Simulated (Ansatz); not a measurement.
Fe (Im-3m): the Drude term of Re ε in the infrared

Re ε of Fe (Im-3m) at low photon energies is read from one computed spectrum; the carriers' damping was typed as γ = 0.05 eV.

Cell: a, b, c = 2.499, 2.499, 2.499 Å (primitive vectors), 1 atoms.

Method: Ansatz 0.2.0, PBE, independent particles, k-mesh 16×16×16 with interpolation inside its cells, Gaussian parameter 0.1 eV.

Launch of the response step: `ansatz run input.yaml --threads 4 --pin off --max-ram 8192MiB --backend cpu --events-out ev --progress --plain --runs-dir out`. The run took 37 s, on 4 threads of Intel(R) Xeon(R) Processor @ 2.50GHz (Skylake/Cascade Lake), on a shared host.

| photon energy E (eV) | wavelength (µm) | Re ε |
| --- | --- | --- |
| 0.25 | 4.96 | -558.2 |
| 0.30 | 4.13 | -380.9 |
| 0.35 | 3.54 | -273.7 |
| 0.40 | 3.10 | -204.3 |
| 0.50 | 2.48 | -123.1 |
| 0.60 | 2.07 | ? |
| 0.70 | 1.77 | -53.7 |

A Drude term over a constant background gives Re ε = ε_b − ωp²/(E² + γ²), linear in 1/(E² + γ²).

Working, on the rows shown:

| x = 1/(E² + γ²) (eV⁻²) | y = Re ε |
| --- | --- |
| 15.3846 | -558.2 |
| 10.8108 | -380.9 |
| 8 | -273.7 |
| 6.15385 | -204.3 |
| 3.9604 | -123.1 |
| 2.03046 | -53.7 |

Means: x̄ = 7.7234, ȳ = -265.65. Σ(x − x̄)(y − ȳ) = -4439, Σ(x − x̄)² = 117.3. Slope = -4439 / 117.3 = -37.83; intercept = ȳ − slope · x̄ = 26.514. The line misses the rows shown by at most 3.4.

Question: Predict the last column of the withheld row from the fit.

Answer: At x = 2.7586 the line gives y = -77.841. The run gave -79.3, so the interpolation is off by 1.5, 0.3 % of the range in the table.

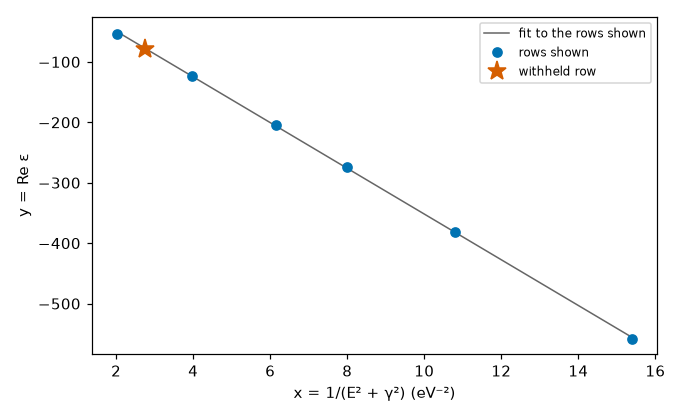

Refitted with all rows, the slope is -37.78 and the intercept 25.991. These give ωp = √(−slope) = 6.15 eV, against 6.36 eV from the program's Fermi-surface sum, and an intercept of 26.0. Taking the program's Drude term off the rows leaves 64 at the lowest energy and 28 at the highest, so the background isn't constant: interband transitions lie in or near the window, and neither fitted number can be trusted. The cell comes from an older database entry, whose edges can be off by a per cent or so. The values come from a sum over the points of one k-mesh and carry its error, which is largest for Fermi-surface quantities.
